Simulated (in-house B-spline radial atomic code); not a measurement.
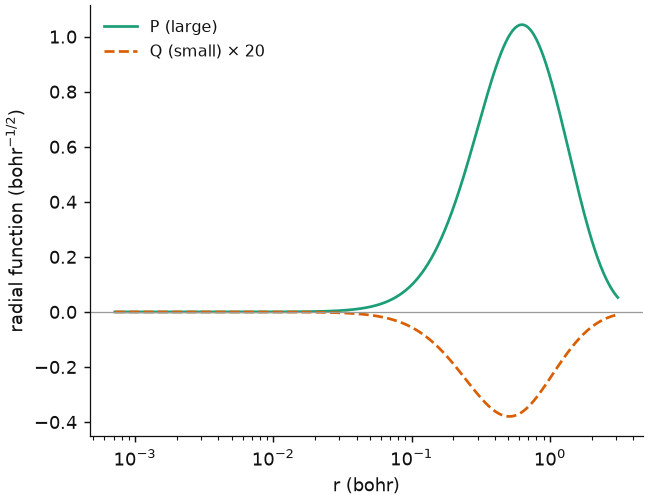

System: the nickel ion Ni³⁺, configuration [Ar] 3d7 (open shells shared over both j by 2j + 1). The calculation used an in-house B-spline radial code at this level: Dirac-Hartree-Fock, average of configuration, Fermi nucleus, basis-set limit.

The plot shows the large and small radial components of one occupied spinor.

Which spinor (n, l, j) is it?

Answer. It is 3d5/2. The spinor has κ = −3: the large component has l = 2 and 0 radial nodes, the small one has l = 3. The small component carries 0.027 % of the norm; ⟨r⟩ = 0.887 bohr and the eigenvalue is −58.1 eV. The nodes of P give n − l − 1 and its extent picks the shell; Q has as many nodes as P for κ < 0 and one more for κ > 0.
